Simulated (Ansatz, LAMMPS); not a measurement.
# Amorphous Cd12Hg24S36 (72 atoms): a single point

What does DFT give for amorphous Cd12Hg24S36 (72 atoms) as built?

Method: Kohn-Sham DFT, PBE, PAW (set soft_2), plane waves, in Ansatz 0.2.0.

### Step 1. Starting point

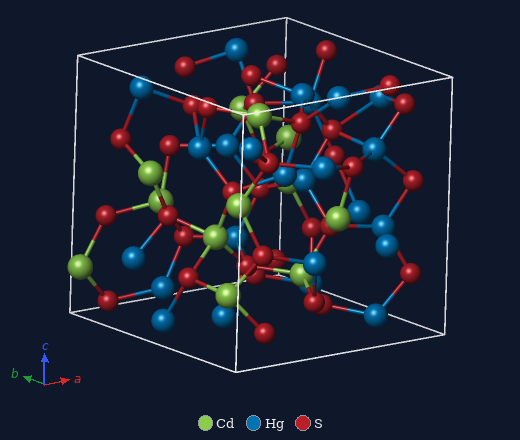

The starting structure, seen slightly off an axis (cadmium green, mercury blue, sulfur red). Bonds to atoms that aren't drawn are left out.

The cell holds 72 atoms: 12 Cd, 24 Hg and 36 S. Its edges and angles: a = 12.348 Å, b = 12.348 Å, c = 12.348 Å, α = 90.0°, β = 90.0°, γ = 90.0°. 72 atoms (12 Cd, 24 Hg, 36 S) placed at random at 6.45 g/cm³, melted at 2500 K for 10 ps at fixed volume with the Stillinger-Weber II-VI potential (Zhou et al., Phys. Rev. B 88, 085309 (2013)). Quenched from 2500 K to 100 K at 10 K/ps and fixed volume, held 5 ps, then minimised at fixed cell.

Limits known from the start: The quench rate of 10 K/ps is many orders above laboratory rates, so the cell is likely richer in defects and strain than a real sample. The network of bonds at the start is that of the classical potential that made the cell, and needn't be the one that DFT or experiment would give. Sampling is at Γ alone, for a cell whose shortest periodic width is 12 Å. No spin–orbit coupling is included, so levels derived from the heavy atoms are approximate.

### Step 2. Making the structure

A classical potential makes the cell, at a small fraction of what the same run would cost in DFT.

This step: classical MD, Stillinger-Weber II-VI potential (Zhou et al., Phys. Rev. B 88, 085309 (2013)) (LAMMPS 22 Jul 2025 - Update 4).

in.lmp

```
# melt-quench of Cd12Hg24S36
units metal
atom_style atomic
boundary p p p
region box block 0 12.3485 0 12.3485 0 12.3485
create_box 3 box
mass 1 112.4140   # Cd
mass 2 200.5920   # Hg
mass 3 32.0600   # S
create_atoms 1 random 12 76850 NULL overlap 2.14 maxtry 2000
create_atoms 2 random 24 76857 NULL overlap 2.14 maxtry 2000
create_atoms 3 random 36 76864 NULL overlap 2.14 maxtry 2000
pair_style sw
pair_coeff * * CdTeZnSeHgS0.sw Cd Hg S
neigh_modify delay 0 every 1 check yes
thermo_style custom step time temp pe press density
thermo_modify norm yes
timestep 0.001
thermo 100
min_style cg
minimize 1e-4 1e-4 200 2000
reset_timestep 0
velocity all create 2500 76851 mom yes dist gaussian
fix lim all nve/limit 0.05
fix lan all langevin 2500 2500 0.1 76852 zero yes
thermo 500
run 1000 post no
unfix lim
unfix lan
thermo 1666
fix md all nvt temp 2500 2500 0.1
run 10000 post no
unfix md
thermo 24000
fix md all nvt temp 2500 100 0.1
run 240000 post no
unfix md
thermo 2500
fix md all nvt temp 100 100 0.1
run 5000 post no
unfix md
thermo 100
min_style cg
minimize 0 1e-3 2000 20000
write_dump all custom glass.dump id type xs ys zs modify sort id
```

Started as:

```console
$ lmp -in in.lmp -log none -nocite
```

Numbers of over 12 decimals in the logs are rounded to 6 here.

Log:

```text
LAMMPS (22 Jul 2025 - Update 4)
Created orthogonal box = (0 0 0) to (12.3485 12.3485 12.3485)
Created 12 atoms
Created 24 atoms
Created 36 atoms
   Step          Time           Temp          PotEng         Press         Density
         0   0              0              0.69907958     456512.7       6.4529669
        93   0.093          0             -1.8166809      5891.0252      6.4529669
Loop time of 0.0201502 s on 1 MPI rank(s) for 93 steps with 72 atoms
Minimization stats:
  Stopping criterion = energy tolerance
  Energy initial, next-to-last, final =
     0.699079580339454  -1.81650788488074  -1.81668093626492
[... 34 lines left out ...]
    255000   255            96.433629     -2.0027158     -223.26203      6.4529669
    256000   256            121.10467     -2.0035887     -1024.6482      6.4529669
Loop time of 0.521928 s on 1 MPI rank(s) for 5000 steps with 72 atoms
   Step          Time           Temp          PotEng         Press         Density
    256000   256            121.10467     -2.0035887     -1024.6482      6.4529669
    256048   256.048        121.10467     -2.0178305     -3009.6313      6.4529669
Loop time of 0.0104761 s on 1 MPI rank(s) for 48 steps with 72 atoms
Minimization stats:
  Stopping criterion = force tolerance
  Energy initial, next-to-last, final =
     -2.00358868982968  -2.01783045429935  -2.01783045526027
  Force two-norm initial, final = 4.5267763 0.00095899013
  Iterations, force evaluations = 48 96
```

Elapsed: 31 s, on 1 thread of Arm Neoverse V2, shared host; peak memory 0.069 GiB.

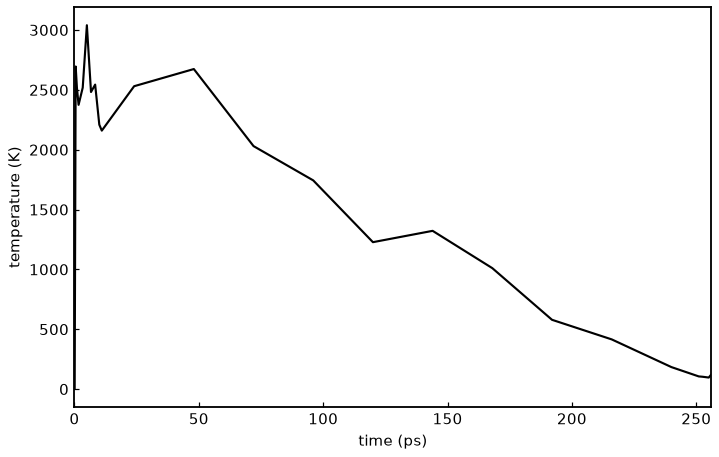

Temperature against time.

### Step 3. Plane-wave single point

One self-consistent run at the given positions yields energy and forces.

input.yaml

```yaml
crystal:
  lattice:
    - [12.3485, 0.0, 0.0]
    - [0.0, 12.3485, 0.0]
    - [0.0, 0.0, 12.3485]
  atoms:
    - { symbol: Cd, position: [0.14266, 0.23595, 0.22264] }
    - { symbol: Cd, position: [0.73328, 0.91955, 0.70514] }
    - { symbol: Cd, position: [0.28928, 0.26462, 0.89334] }
    - { symbol: Cd, position: [0.01421, 0.96343, 0.18412] }
    - { symbol: Cd, position: [0.78788, 0.69704, 0.46585] }
    - { symbol: Cd, position: [0.57405, 0.33162, 0.22116] }
    - { symbol: Cd, position: [0.0869, 0.65106, 0.60994] }
    - { symbol: Cd, position: [0.57654, 0.13152, 0.48207] }
    - { symbol: Cd, position: [0.27017, 0.47919, 0.37445] }
    - { symbol: Cd, position: [0.99498, 0.95918, 0.54406] }
    - { symbol: Cd, position: [0.28415, 0.82916, 0.43098] }
    - { symbol: Cd, position: [0.16838, 0.21968, 0.5716] }
    - { symbol: Hg, position: [0.22643, 0.53439, 0.71517] }
    - { symbol: Hg, position: [0.98284, 0.39922, 0.83384] }
    - { symbol: Hg, position: [0.51541, 0.66221, 0.29395] }
    - { symbol: Hg, position: [0.12992, 0.77369, 0.908] }
    - { symbol: Hg, position: [0.07876, 0.53843, 0.06431] }
    - { symbol: Hg, position: [0.80256, 0.56364, 0.09753] }
    - { symbol: Hg, position: [0.53631, 0.0991, 0.96445] }
    - { symbol: Hg, position: [0.32872, 0.85603, 0.08115] }
    - { symbol: Hg, position: [0.82295, 0.62448, 0.78312] }
    - { symbol: Hg, position: [0.07362, 0.04005, 0.84765] }
    - { symbol: Hg, position: [0.7202, 0.01089, 0.38264] }
    - { symbol: Hg, position: [0.34867, 0.51444, 0.04824] }
    - { symbol: Hg, position: [0.41759, 0.06452, 0.34553] }
    - { symbol: Hg, position: [0.86975, 0.22348, 0.38676] }
    - { symbol: Hg, position: [0.80263, 0.20762, 0.70095] }
    - { symbol: Hg, position: [0.61851, 0.41787, 0.88988] }
    - { symbol: Hg, position: [0.40758, 0.01664, 0.72866] }
    - { symbol: Hg, position: [0.62985, 0.83255, 0.96698] }
    - { symbol: Hg, position: [0.49497, 0.70289, 0.64502] }
    - { symbol: Hg, position: [0.65492, 0.43921, 0.54853] }
    - { symbol: Hg, position: [0.94605, 0.46593, 0.37663] }
    - { symbol: Hg, position: [0.84143, 0.21734, 0.04694] }
    - { symbol: Hg, position: [0.45776, 0.31025, 0.62872] }
    - { symbol: Hg, position: [0.06698, 0.712, 0.26825] }
    - { symbol: S, position: [0.42924, 0.48501, 0.23854] }
    - { symbol: S, position: [0.93373, 0.19702, 0.86039] }
    - { symbol: S, position: [0.73712, 0.04378, 0.99556] }
    - { symbol: S, position: [0.15274, 0.96317, 0.03168] }
    - { symbol: S, position: [0.44363, 0.90662, 0.91164] }
    - { symbol: S, position: [0.65033, 0.74258, 0.77744] }
    - { symbol: S, position: [0.80816, 0.88949, 0.52055] }
    - { symbol: S, position: [0.76423, 0.41388, 0.73334] }
    - { symbol: S, position: [0.85653, 0.84506, 0.11575] }
    - { symbol: S, position: [0.67271, 0.29468, 0.40158] }
    - { symbol: S, position: [0.95548, 0.15853, 0.20742] }
    - { symbol: S, position: [0.48834, 0.14984, 0.166] }
    - { symbol: S, position: [0.87119, 0.64901, 0.28226] }
    - { symbol: S, position: [0.18277, 0.65624, 0.42924] }
    - { symbol: S, position: [0.59833, 0.62845, 0.48106] }
    - { symbol: S, position: [0.27904, 0.3954, 0.56757] }
    - { symbol: S, position: [0.71156, 0.37712, 0.07119] }
    - { symbol: S, position: [0.63751, 0.94575, 0.20532] }
    - { symbol: S, position: [0.51241, 0.59303, 0.94012] }
    - { symbol: S, position: [0.63523, 0.68993, 0.12654] }
    - { symbol: S, position: [0.09436, 0.84382, 0.69704] }
    - { symbol: S, position: [0.49216, 0.26406, 0.83587] }
    - { symbol: S, position: [0.96036, 0.16529, 0.56556] }
    - { symbol: S, position: [0.10876, 0.93633, 0.37583] }
    - { symbol: S, position: [0.61147, 0.09522, 0.68593] }
    - { symbol: S, position: [0.9375, 0.67839, 0.95486] }
    - { symbol: S, position: [0.22636, 0.13956, 0.3864] }
    - { symbol: S, position: [0.31668, 0.69415, 0.82938] }
    - { symbol: S, position: [0.18589, 0.44575, 0.89827] }
    - { symbol: S, position: [0.41976, 0.85029, 0.26942] }
    - { symbol: S, position: [0.90315, 0.56817, 0.57635] }
    - { symbol: S, position: [0.11001, 0.4335, 0.25031] }
    - { symbol: S, position: [0.33525, 0.84884, 0.6352] }
    - { symbol: S, position: [0.23371, 0.13044, 0.74737] }
    - { symbol: S, position: [0.26942, 0.16788, 0.07313] }
    - { symbol: S, position: [0.88988, 0.91199, 0.85121] }
kpoints:
  mp_grid: { grid: [1, 1, 1] }
hamiltonian:
  xc: pbe
scf:
  occupations: { method: gaussian, width: 0.025 }
output:
  forces: true
  stress: true
  populations: true
  dos:
    method: { smearing: { sigma: 0.15 } }
    de: 0.1
    projected: { site_lists: { Cd: [Cd], Hg: [Hg], S: [S] } }
  eigenvalues: true
  write_density: true
  write_potential: true
  volumetric_format: npy
```

Started as:

```console
$ ansatz run input.yaml --threads 8 --pin off --max-ram 15872MiB --backend cpu --events-out ev --progress --plain --runs-dir out
```

Log:

```text
Engine: ansatz 0.2.0, aarch64-unknown-linux-gnu
Pseudopotentials: kind: paw
Pseudopotential: Cd, paw, valence charge 20, recommended cutoff 420 eV (normal), Cd.paw.azcp
Pseudopotential: Hg, paw, valence charge 20, recommended cutoff 420 eV (normal), Hg.paw.azcp
Pseudopotential: S, paw, valence charge 6, recommended cutoff 420 eV (normal), S.paw.azcp
[... 5 lines on functional and potentials left out ...]
Crystal: 72 atoms, lattice volume = 1882.967 Å³
Basis set: ecut = 420 eV, 36785 PW (Γ), exchange–correlation on 180×180×180 points (8 copies of the dense FFT grid, shifted against one another)
Bands: 562, of which v1, the nominal top of the filled ones, is band 468 counted from 1 (467 counted from 0)
Symmetry: 1 space group operations
Space group: P1 (ITA 1), of the structure as read, at distance tolerance 1.2e-4 Å
k-points: 1
[... 7 lines on functional and potentials left out ...]
Initial density: superposition of atomic densities (neutral atoms: chi_scale 0, normalization atom), corrected by the library's trained network
Initial wavefunctions: pseudopotential atomic-orbital guess
Functional: x = pbe(κ = 0.804, μ = 0.219515), c = pbe(β = 0.066725)
SCF iter   1: F=—  HF=-463048.304595 eV  |F-HF|=—  |Δ(HF+E_count)|=         —  Δρ=4.57e-3  dr2=1.67e0  ethr=1.77e-3  ⟨swp⟩=6.0  Hψ=1992  notcnv=0  defer=20
preconditioner: auto → LDOS  [metal: Δε(μ)=0.020 eV  Ē_g=10.032 eV  σ=0.025 eV  W_gap=0.42  n_scr=460 (ndim 8)  ℏωp=21.8 eV  f_vac=0.107  D(μ)=77.54/eV (n_scr^D=618)  β→1.0]
SCF iter   2: F=—  HF=-463048.250125 eV  |F-HF|=—  |Δ(HF+E_count)|=   5.45e-2  Δρ=3.43e-3  dr2=5.49e-1  ethr=1.79e-4  ⟨swp⟩=2.0  Hψ=945  notcnv=0  defer=83
SCF iter   3: F=—  HF=-463048.205736 eV  |F-HF|=—  |Δ(HF+E_count)|=   4.44e-2  Δρ=1.66e-3  dr2=2.14e-1  ethr=5.86e-5  ⟨swp⟩=2.0  Hψ=812  notcnv=0  defer=83
SCF iter   4: F=—  HF=-463048.192823 eV  |F-HF|=—  |Δ(HF+E_count)|=   1.29e-2  Δρ=8.29e-4  dr2=4.79e-2  ethr=2.29e-5  ⟨swp⟩=2.0  Hψ=480  notcnv=0  defer=83
SCF iter   5: F=—  HF=-463048.189249 eV  |F-HF|=—  |Δ(HF+E_count)|=   3.57e-3  Δρ=4.57e-4  dr2=1.50e-2  ethr=5.12e-6  ⟨swp⟩=2.0  Hψ=530  notcnv=0  defer=83
SCF iter   6: F=—  HF=-463048.188181 eV  |F-HF|=—  |Δ(HF+E_count)|=   1.07e-3  Δρ=2.69e-4  dr2=4.91e-3  ethr=1.60e-6  ⟨swp⟩=2.0  Hψ=480  notcnv=0  defer=83
SCF iter   7: F=—  HF=-463048.187726 eV  |F-HF|=—  |Δ(HF+E_count)|=   4.55e-4  Δρ=1.59e-4  dr2=1.41e-3  ethr=5.25e-7  ⟨swp⟩=2.0  Hψ=576  notcnv=0  defer=83
SCF iter   8: F=—  HF=-463048.187648 eV  |F-HF|=—  |Δ(HF+E_count)|=   7.78e-5  Δρ=1.10e-4  dr2=6.66e-4  ethr=1.51e-7  ⟨swp⟩=2.0  Hψ=485  notcnv=0  defer=83
SCF iter   9: F=—  HF=-463048.187629 eV  |F-HF|=—  |Δ(HF+E_count)|=   1.90e-5  Δρ=7.23e-5  dr2=2.83e-4  ethr=7.12e-8  ⟨swp⟩=2.0  Hψ=485  notcnv=0  defer=83
SCF iter  10: F=—  HF=-463048.187579 eV  |F-HF|=—  |Δ(HF+E_count)|=   4.97e-5  Δρ=4.51e-5  dr2=1.02e-4  ethr=3.03e-8  ⟨swp⟩=2.0  Hψ=532  notcnv=0  defer=83
SCF iter  11: F=—  HF=-463048.187520 eV  |F-HF|=—  |Δ(HF+E_count)|=   6.00e-5  Δρ=3.08e-5  dr2=4.95e-5  ethr=1.09e-8  ⟨swp⟩=2.0  Hψ=511  notcnv=0  defer=83
SCF iter  12: F=—  HF=-463048.193699 eV  |F-HF|=—  |Δ(HF+E_count)|=   6.18e-3  Δρ=2.16e-5  dr2=2.38e-5  ethr=5.29e-9  ⟨swp⟩=1.0  Hψ=562  notcnv=0  defer=83
SCF iter  13: F=—  HF=-463048.193697 eV  |F-HF|=—  |Δ(HF+E_count)|=   1.92e-6  Δρ=1.42e-5  dr2=1.09e-5  ethr=2.54e-9  ⟨swp⟩=2.0  Hψ=525  notcnv=0  defer=83
SCF iter  14: F=—  HF=-463048.193697 eV  |F-HF|=—  |Δ(HF+E_count)|=   6.78e-7  Δρ=9.17e-6  dr2=4.65e-6  ethr=1.17e-9  ⟨swp⟩=2.0  Hψ=582  notcnv=0  defer=83
SCF iter  15: F=—  HF=-463048.193696 eV  |F-HF|=—  |Δ(HF+E_count)|=   3.98e-7  Δρ=5.41e-6  dr2=1.80e-6  ethr=4.97e-10  ⟨swp⟩=2.0  Hψ=627  notcnv=0  defer=83
SCF iter  16: F=—  HF=-463048.193696 eV  |F-HF|=—  |Δ(HF+E_count)|=   1.28e-7  Δρ=3.22e-6  dr2=6.03e-7  ethr=1.92e-10  ⟨swp⟩=2.0  Hψ=659  notcnv=0  defer=83
SCF iter  17: F=—  HF=-463048.193696 eV  |F-HF|=—  |Δ(HF+E_count)|=   3.11e-8  Δρ=2.30e-6  dr2=3.43e-7  ethr=6.44e-11  ⟨swp⟩=2.0  Hψ=627  notcnv=0  defer=83
SCF iter  18: F=—  HF=-463048.193696 eV  |F-HF|=—  |Δ(HF+E_count)|=   2.72e-8  Δρ=1.31e-6  dr2=1.12e-7  ethr=3.67e-11  ⟨swp⟩=2.0  Hψ=559  notcnv=0  defer=83
SCF iter  19: F=-463048.193696 eV  HF=-463048.193696 eV  |F-HF|=3.14e-8  |Δ(HF+E_count)|=   7.80e-9  Δρ=7.71e-7  dr2=3.80e-8  ethr=1.07e-11  ⟨swp⟩=14.0  Hψ=3799  notcnv=0
SCF 1 converged in 19 iterations: F = -463048.193696 eV  dr2 = 3.80e-8
  greatest PAW one-centre occupation: 1.000 electrons in one spin orbital (limit 2), on the Hg atom at site 12 (counted from 0), in its partial waves of l = 0
SCF converged after 19 iterations
Free energy (F): -463048.193696 eV
Harris-Foulkes:  -463048.193696 eV  (|F-HF|=3.14e-8)
Internal energy: -463048.160673 eV  (E = F + TS)
E sigma→0 (E₀):  -463048.177184 eV
Entropy (-TS):   -0.033023 eV (-0.459 meV/atom)
Fermi energy:    7.796452 eV
--- Per-component energies (eV) ---
  E_band       = -18427.235279
  E_kinetic    = 24309.600608
  E_local      = -135616.722389  (includes V_loc(G=0)·N_el)
  E_nonlocal   = 3195.326871
  E_hartree    = 59482.638118
  E_xc         = -10858.558616
  E_vxc        = -12036.760914  (∫ρ·V_xc dr)
  E_paw        = -309274.623741  (= ΣΔE_a)
  E_vpaw       = -17243.985213  (= ΣTr[D̂ρ^β])
  E_aug_tail   = 0.022564  (compensation charges beyond the density's cutoff)
  E_ewald      = -94285.844087
  E_smearing   = -0.033023  (= −TS)
  E_closure    = 0.000000  (closes the sum)
  Σ components = -463048.193696   (vs F -463048.193696, Δ=0.00e0)
--- Forces (eV/Å), atoms counted from 1 ---
  atom   1  Cd     0.72337710    -0.25099835    -0.28689547
  atom   2  Cd     0.02064533     0.34137454     0.52224562
  atom   3  Cd     0.15711042     0.03197277     0.43865426
  atom   4  Cd    -0.37384101    -0.63515022     0.12467572
  atom   5  Cd     0.36698793     0.13134313    -0.04188170
  atom   6  Cd    -0.17223963    -0.25326323    -0.17784985
  atom   7  Cd    -1.09788578     1.23252101    -0.51369275
  atom   8  Cd    -0.75297427     0.42443502     1.17293624
  atom   9  Cd     0.30588345    -0.17376985     0.08456881
  atom  10  Cd     0.57351977    -0.23098542     0.17476827
  atom  11  Cd     0.27233971     0.69111116     0.14738755
  atom  12  Cd    -0.04837970    -0.26004687    -0.30478768
  atom  13  Hg     1.30646267     0.01275673     0.52619480
  atom  14  Hg    -0.03606875    -0.04400210    -0.05821267
[...]
atom  71  S      0.22954304     0.01942476     0.22085415
  atom  72  S      0.15265969     0.51119062    -0.45673896
  max |Σ_I F_I| component: 5.58e-5 eV/Å
--- Stress (GPa, compression-positive) ---
        0.390447       0.275249      -0.175095
        0.275249       1.041975      -0.249970
       -0.175095      -0.249970       0.342684
  P = ⅓ Tr σ = 0.5917 GPa (5.917 kbar)
--- Band table (eV) ---
  k-point 0: bands = ["-107.3082", "-107.2280", "-107.2191", "-107.0925", [... 546 levels ...], "13.6456", "13.6849", "13.7298", "13.8132", "13.8485", "13.8672", "13.9028", "13.9252", "14.0238", "14.1129", "14.1440", "14.1577"]
--- Löwdin populations: 72 sites ---
  site symbol       q [e]
     0     Cd     18.7438
     1     Cd     18.7781
     2     Cd     18.7713
[...]
71      S      6.5960
  spilling = 0.007951 (of n_electrons = 936.000000)
```

Wall time 34 s (8 threads of Arm Neoverse V2, shared host); peak memory 3 GiB; 4.3 min of CPU time.

Numbers from this run:

| Item | Value |
| --- | --- |
| free energy | -463048.1937 eV |
| free energy per atom | -6431.2249 eV/atom |
| SCF cycles | 19 |
| pressure | 0.5917 GPa |
| r.m.s. force component | 0.3972 eV/Å |
| longest force | 1.729 eV/Å |
| Fermi energy | 7.796 eV |
| levels partly filled by over 2 per cent | 3 |
| spilling of the projection | 0.007951 |

Neighbours are counted within 3.08 Å (S-Hg), 3.08 Å (S-Cd).

Length of the force by element and coordination:

```
element  coordination  atoms  mean length of the force (eV/Å)  spread   least   most
     Cd           all     12                            0.730   0.420   0.354   1.73
     Cd             2      1                             1.46       0    1.46   1.46
     Cd             3      1                             1.73       0    1.73   1.73
     Cd             4     10                            0.557   0.172   0.354  0.818
     Hg           all     24                            0.527   0.377  0.0814   1.64
     Hg             2      3                            0.934   0.504   0.488   1.64
     Hg             3     10                            0.574   0.401  0.0814   1.41
     Hg             4     10                            0.366   0.158   0.168  0.614
     Hg             5      1                            0.448       0   0.448  0.448
      S           all     36                            0.618   0.221   0.220   1.10
      S             1      2                            0.844   0.247   0.597   1.09
      S             2      4                            0.603   0.164   0.319  0.708
      S             3      6                            0.730   0.329   0.267   1.10
      S             4     22                            0.567   0.166   0.220  0.989
      S             5      2                            0.643   0.121   0.522  0.764
```

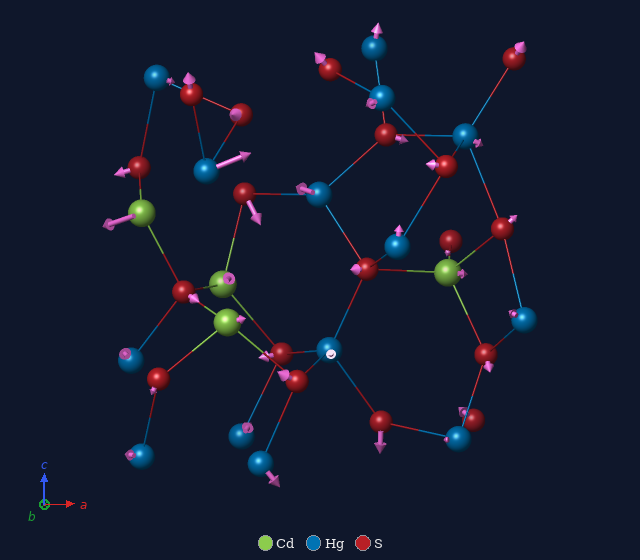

Forces as arrows; the longest in the cell is 1.73 eV/Å. Drawn is a stretch of 11 Å of the 12 Å that the cell measures along a and a slice 6 Å thick, seen along the normal of the ac plane. Bonds to atoms that aren't drawn are left out.

States in the cell by windows of 1 eV, zero at the Fermi level; the larger projections on atomic orbitals stand beside the total:

```
from (eV)  to (eV)  total   Hg d   S p  Cd d  Hg s   S s
      -14      -13   21.8    0.7   0.1   0.5   1.4  18.0
      -13      -12   37.1    1.4   0.3   0.8   1.3  32.3
      -12      -11   13.2    0.4   0.3   0.4   0.2  11.6
      -11      -10    0.0    0.0   0.0   0.0   0.0   0.0
      -10       -9    1.4    0.2   0.0   1.2   0.0   0.0
       -9       -8  102.2    2.8   3.8  94.2   0.4   0.7
       -8       -7   72.6   48.2   6.1  16.3   1.1   0.5
       -7       -6  181.8  165.8   8.5   2.7   1.9   1.8
       -6       -5   20.0    5.1   6.9   0.4   5.7   0.7
       -5       -4   36.1    4.7  17.8   0.6   8.1   1.4
       -4       -3   33.6    2.4  24.6   0.5   2.5   0.9
       -3       -2   53.3    3.2  44.9   1.0   1.2   0.6
       -2       -1   50.2    3.1  41.9   0.8   1.4   0.6
       -1        0   25.3    0.8  20.0   0.2   2.1   0.4
        0        1   23.1    0.4  13.8   0.1   5.6   0.5
        1        2   18.9    0.2   7.2   0.0   6.9   0.6
        2        3   23.1    0.1   6.5   0.0   4.5   0.6
        3        4   26.2    0.1   3.9   0.0   1.2   0.3
        4        5   37.1    0.1   2.4   0.0   0.7   0.1
```

The stored curve holds about 648 of the 936 electrons; the rest, give or take the few that broadening carries across the Fermi level, lie in deeper levels below its range.

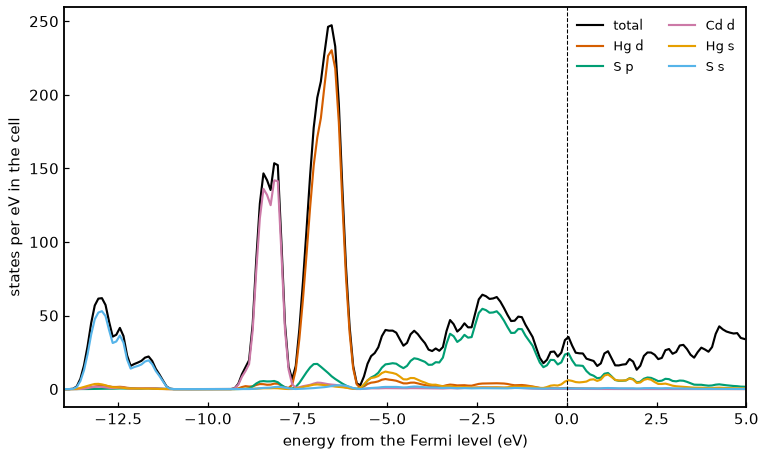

Total and projected density of states, with the broadening of the input.

The levels nearest the highest filled one (over half full), pooled over k-points and spins:

```
level less the highest filled one (eV)  occupation
                                -0.437           2
                                -0.362           2
                                -0.308           2
                                -0.163           2
                               -0.0782           2
                                     0        1.13
                                0.0105       0.666
                                0.0255       0.202
                                 0.118           0
                                 0.196           0
                                 0.267           0
                                 0.397           0
```

(Part 1 of 2 ends here.)

[Logs are printed without paths, hosts, clocks, repeated set-up lines and the standing remarks that a program may print on its own settings, such as how far it seeks lower states.]

[Hosts, paths, dates, database ids (printed as entryN), source tags and the programs' standing remarks are cut or masked in the printed files.]
